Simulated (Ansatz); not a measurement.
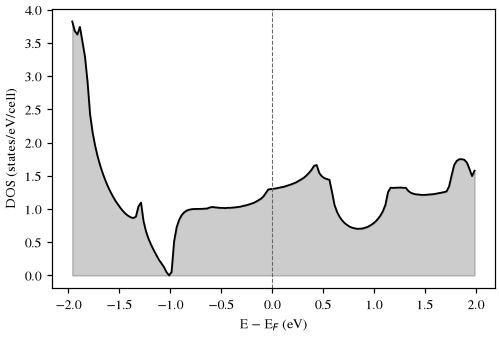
*Density of states of Be$_{4}$NiAl (F-43m) near the Fermi level, PBEsol, rigid bands (Ansatz, a quantum-chemistry and plane-wave program).*

### Question
With 6 atoms a cell, what bare Sommerfeld coefficient γ = (π²/3) k_B² N(E_F) follows?

### Answer
N(E_F) ≈ 1.29 states/eV a cell at 300 K, so γ ≈ 0.51 mJ/(mol of atoms·K²), before electron-phonon enhancement.

### Question
How far does the Fermi level move in a rigid band for 0.1 electron a cell added or removed?

### Answer
76 meV and -80 meV.

A metal at this level (no band gap); rigid bands, thermally averaged at 300 K, both spins. Spin-orbit coupling is left out. Geometry: cell and atoms relaxed with PBEsol.

Computed structure, not matched to a measured one here, so possibly hypothetical: Be4NiAl (F-43m). Treated as nonmagnetic (a ferromagnetic start lost its moment, other orders weren't tried): Be4NiAl (F-43m).
